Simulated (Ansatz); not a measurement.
# TaBPd4: the cost of one run

Program: Ansatz 0.2.0. Level of theory: DFT PBE, plane waves, PAW, scalar-relativistic, no spin polarisation. These are calculated values, not measurements.

### 1 Starting point

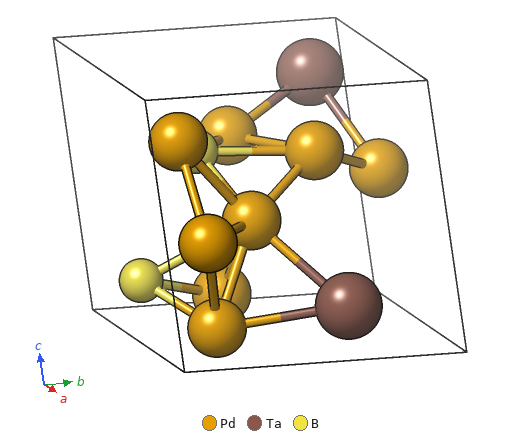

The starting structure, seen slightly off an axis (palladium amber, tantalum brown, boron yellow). Each atom of the cell is drawn once.

Structure file:

```xyz
12
Lattice="5.1361 -0.3719 -1.3163 -0.3471 6.1396 0.0387 -1.0032 -0.0349 5.3165" Properties=species:S:1:pos:R:3 pbc="T T T"
Pd   -0.0588    2.9585    3.1282
Pd    0.8794    5.7023    2.3084
Pd    4.4626    0.4419    1.0694
Pd    2.0847    3.8432    2.7359
Pd    2.9476    1.1773   -0.5828
Pd    2.8005    2.1133    1.4572
Pd    3.2809    0.4585    3.0767
Pd    0.8575    2.2273    0.0662
Ta   -0.6525    5.0430    4.2512
Ta    4.0709    3.5008   -0.3145
B     1.4235    1.6351    2.8611
B     1.4971    0.2665    0.4278
```

### 2 The run

Contents of input.yaml:

```yaml
crystal:
  lattice:
    - [5.136143, -0.371907, -1.316259]
    - [-0.347122, 6.139636, 0.038672]
    - [-1.003249, -0.034865, 5.316466]
  atoms:
    - { symbol: Pd, position: [0.143096, 0.49406, 0.620241] }
    - { symbol: Pd, position: [0.335223, 0.951964, 0.51026] }
    - { symbol: Pd, position: [0.963535, 0.132834, 0.438736] }
    - { symbol: Pd, position: [0.578348, 0.664704, 0.652959] }
    - { symbol: Pd, position: [0.596418, 0.228093, 0.036389] }
    - { symbol: Pd, position: [0.656086, 0.386413, 0.433708] }
    - { symbol: Pd, position: [0.798903, 0.127473, 0.775575] }
    - { symbol: Pd, position: [0.204105, 0.375477, 0.060244] }
    - { symbol: Ta, position: [0.088429, 0.831376, 0.815467] }
    - { symbol: Ta, position: [0.864079, 0.623393, 0.150238] }
    - { symbol: B, position: [0.422247, 0.295532, 0.640543] }
    - { symbol: B, position: [0.327266, 0.06414, 0.161031] }
kpoints:
  mp_grid: { grid: [3, 3, 3] }
magnetization:
  spin_polarized: false
scf:
  occupations: { method: gaussian, width: 0.1 }
hamiltonian:
  pseudopotentials: { kind: paw }
  xc: pbe
basis:
  ecutwfc: 420
md:
  timestep: 0.5
  n_steps: 40
  ensemble: nve
  temperature: 900.0
  initial_velocities: maxwell_boltzmann
  seed: 848376
```

Launch:

```
$ ansatz run input.yaml --threads 2 --pin off --max-ram 2560MiB --backend cpu --events-out ev --progress --plain --runs-dir out
```

What time and memory should one allow on 2 threads of an Arm CPU, shared host?

About 6.9 min, with a peak of 0.66 GiB.
